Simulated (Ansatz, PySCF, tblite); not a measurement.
Dissociation curve of MgO, singlet.

Levels of theory: UCCSD = CCSD on UHF/cc-pVTZ, 2 core orbitals frozen in PySCF 2.14.0; UKS-PBE = unrestricted PBE/cc-pVTZ in Ansatz (a first-principles code); RKS-B3LYP/LANL2DZ = restricted B3LYP/LANL2DZ, with its core potentials past Ne (PySCF); UKS-CAM-B3LYP = unrestricted CAM-B3LYP/cc-pVTZ (PySCF 2.14.0); GFN2-xTB, 300 K electronic temperature (tblite).

Energies are in eV, each relative to the lowest point of its own curve near equilibrium.

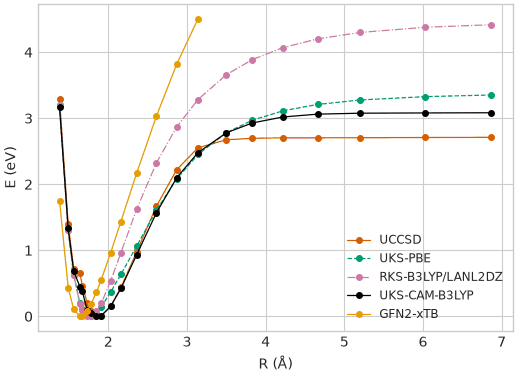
Figure. Energy against bond length for each method.

| R / Å | UCCSD | UKS-PBE | RKS-B3LYP/LANL2DZ | UKS-CAM-B3LYP | GFN2-xTB |
|---|---|---|---|---|---|
| 1.38 | 3.295 | 3.207 | 3.194 | 3.172 | 1.750 |
| 1.49 | 1.400 | 1.300 | 1.306 | 1.332 | 0.436 |
| 1.56 | 0.720 | 0.624 | 0.628 | 0.686 | 0.107 |
| 1.64 | 0.650 | 0.196 | 0.191 | 0.444 | 0.000 |
| 1.67 | 0.467 | 0.107 | 0.099 | 0.377 | 0.009 |
| 1.73 | 0.207 | 0.014 | 0.005 | 0.101 | 0.083 |
| 1.78 | 0.078 | 0.000 | 0.000 | 0.052 | 0.185 |
| 1.85 | 0.000 | 0.051 | 0.077 | 0.000 | 0.370 |
| 1.91 | 0.006 | 0.139 | 0.198 | 0.008 | 0.554 |
| 2.03 | 0.154 | 0.370 | 0.535 | 0.151 | 0.963 |
| 2.16 | 0.437 | 0.635 | 0.963 | 0.422 | 1.435 |
| 2.36 | 0.975 | 1.063 | 1.621 | 0.931 | 2.166 |
| 2.61 | 1.665 | 1.606 | 2.320 | 1.565 | 3.028 |
| 2.87 | 2.222 | 2.081 | 2.870 | 2.100 | 3.819 |
| 3.14 | 2.552 | 2.451 | 3.283 | 2.479 | 4.506 |
| 3.50 | 2.674 | 2.780 | 3.659 | 2.779 | — |
| 3.83 | 2.696 | 2.971 | 3.888 | 2.929 | — |
| 4.22 | 2.703 | 3.113 | 4.070 | 3.019 | — |
| 4.66 | 2.703 | 3.209 | 4.202 | 3.062 | — |
| 5.20 | 2.705 | 3.277 | 4.300 | 3.077 | — |
| 6.03 | 2.708 | 3.327 | 4.378 | 3.080 | — |
| 6.87 | 2.711 | 3.352 | 4.417 | 3.083 | — |

At the longest distance, 6.87 Å, RKS-B3LYP/LANL2DZ lies highest above its minimum (4.417 eV) and UCCSD lowest (2.711 eV).

Dashes: no converged value, or the column stops at the first point that the program doubted or that broke a chosen test of continuity, which isn't proof of a fault.

The unrestricted determinant behind UCCSD is spin-contaminated at 1.38 to 6.87 Å (<S²> up to 1.2, against 0.00 for a pure singlet). The unrestricted determinant behind UKS-PBE is spin-contaminated at 1.38 to 6.87 Å (<S²> up to 1.0, against 0.00 for a pure singlet). The restricted form behind RKS-B3LYP/LANL2DZ keeps the bonding electrons paired and can't separate into open-shell fragments. The unrestricted solution behind UKS-CAM-B3LYP changes between 1.56 and 1.64 Å, which can leave a kink. The unrestricted determinant behind UKS-CAM-B3LYP is spin-contaminated at 1.38 to 1.56, 1.73 to 6.87 Å (<S²> up to 1.0, against 0.00 for a pure singlet).
